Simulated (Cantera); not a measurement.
Feed: 1 mol Al, 1.7 mol Cl2, equilibrated at 1.33 mbar.

Method: chemical equilibrium by Gibbs-energy minimisation in Cantera with the NASA 1993 tables (ideal gas, pure condensed phases). Candidate condensed phases: Al, AlCl3; 8 gas species. The tables' values for AlCl2 are old estimates; treat these amounts as uncertain. Kinetics and transport are ignored.

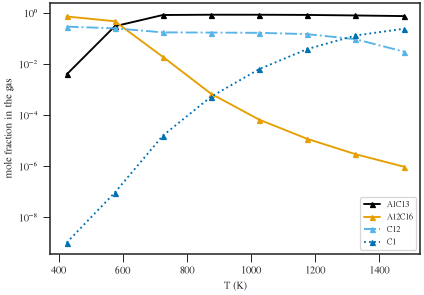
Figure. Equilibrium gas composition (values under 1e-9 drawn at 1e-9)

Question: Read off the mole fractions at 1325 K.

Answer: AlCl3 about 0.78, Cl about 0.13, Cl2 about 0.092, Al2Cl6 about 2.9e-6.
